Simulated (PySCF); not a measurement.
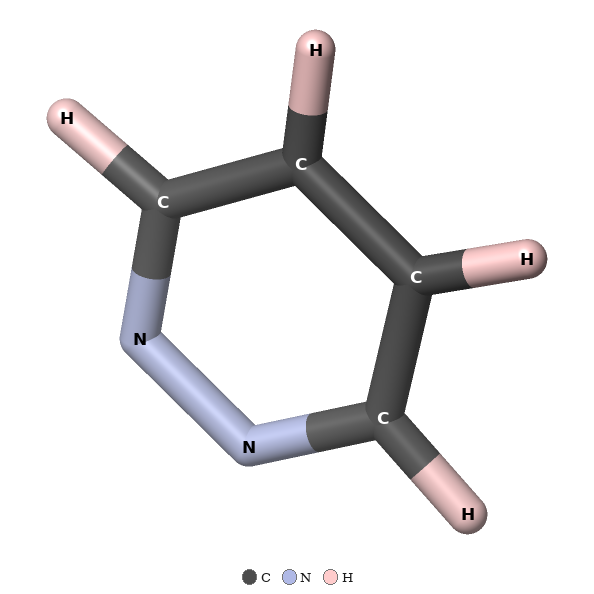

Every bond is drawn as one stick, whatever its order.

Computed geometry: PBE0-D3(BJ)/def2-SVP optimisation. No frequency run is at hand to confirm it as a minimum.

Question: Which formula does it have?

Answer: C₄H₄N₂, 10 atoms: 4 carbon, 4 hydrogen and 2 nitrogen.

Question: How many bonds of each kind are drawn?

Answer: 4 C–H, 3 C–C, 2 C–N, 1 N–N.

The parts below concern this one geometry. Atoms keep their numbers from picture to picture.

### Symmetry

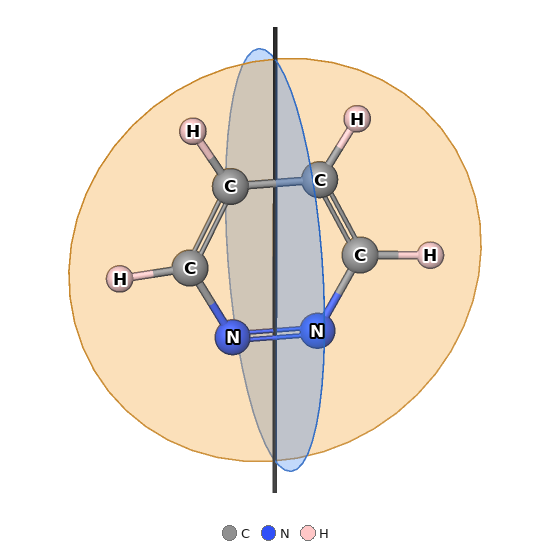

All proper rotation axes (lines) and mirror planes (discs) of the structure are drawn in. Distant atoms are faded towards the background colour. No frequency run is at hand to confirm it as a minimum.

Question: What is the order of each axis, and which point group results?

Answer: It has 1 C2 axis and 2 mirror planes. Point group C2v. The group has 4 operations. The geometry is achiral, and symmetry allows a dipole moment.

### Charges

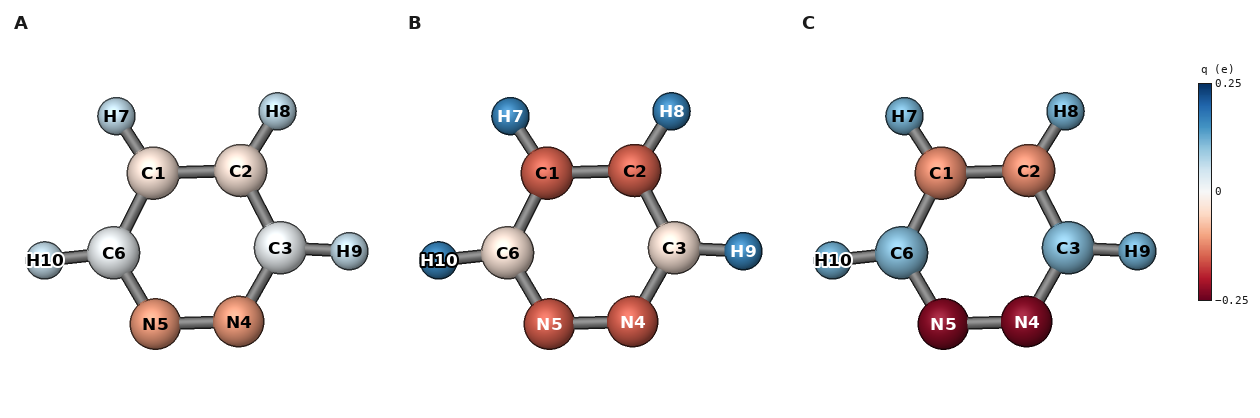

Atomic charges of one calculation by 3 schemes, on one colour scale. No frequency run is at hand to confirm it as a minimum. Computed with PBE0/pcSseg-1 (PySCF 2.14.0).

Question: The schemes are Hirshfeld, IAO, Mulliken. Which panel shows which?

Answer: A Hirshfeld, B IAO, C Mulliken.

List the charges (e), one line for each set of equivalent atoms.

```
   atom  Hirshfeld    IAO  Mulliken
 C1, C2      −0.03  −0.15     −0.12
 C3, C6       0.01  −0.03      0.11
 N4, N5      −0.11  −0.15     −0.23
 H7, H8       0.06   0.17      0.12
H9, H10       0.06   0.17      0.12
```

### NMR shielding

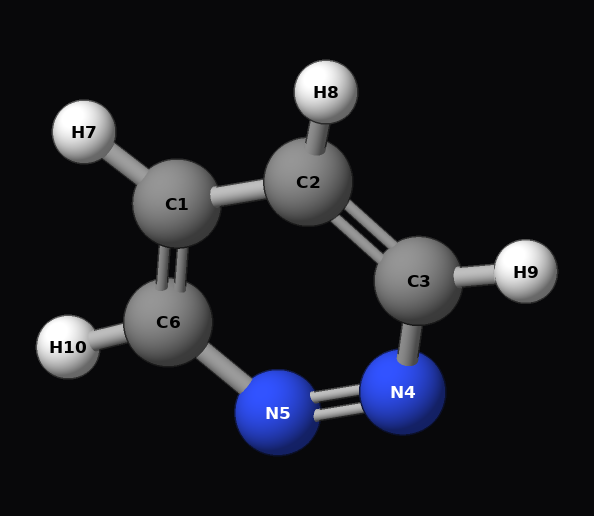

The questions are on isotropic NMR shieldings of the C atoms. No frequency run is at hand to confirm it as a minimum. Properties computed with GIAO PBE0/pcSseg-1 NMR shielding, non-relativistic, gas phase (PySCF 2.14.0).

List the isotropic NMR shieldings of the C atoms.

| atom | σ (ppm) |
| --- | --- |
| C1 | 55.9 |
| C2 | 55.9 |
| C3 | 27.9 |
| C6 | 27.9 |

### Spin–spin coupling

No frequency run is at hand to confirm it as a minimum. Properties computed with B3LYP/pcJ-1 indirect spin-spin coupling, non-relativistic, gas phase (PySCF 2.14.0). Isotopes: 13C, 1H, 15N.

Give the spin–spin coupling constants of these pairs, with the number of bonds between them: C3/N5, N4/C6, N4/H9, N5/H7, N5/H9.

```
  pair  bonds apart  J (Hz)
C3, N5            2     5.3
N4, C6            2     5.2
N4, H9            2   −13.9
N5, H7            3    −0.6
N5, H9            3    −3.9
```

Mulliken values depend strongly on the basis set and can even reverse the polarity of a bond.
